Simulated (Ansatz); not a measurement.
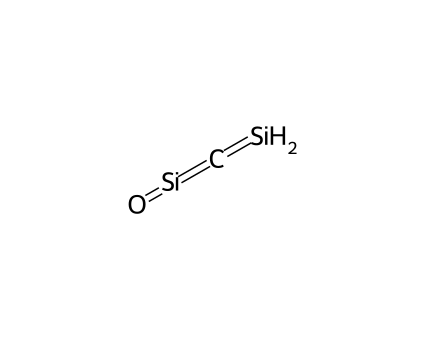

Computed geometry: PBE0-D4/def2-TZVP optimisation. No frequency run is at hand to confirm it as a minimum. Properties computed with RKS PBE0-D4/def2-TZVPP (Ansatz 0.2.0).

Give the HOMO energy (Kohn–Sham orbital) at this level.

−7.56 eV.

What is the LUMO energy (Kohn–Sham orbital)?

−2.68 eV.
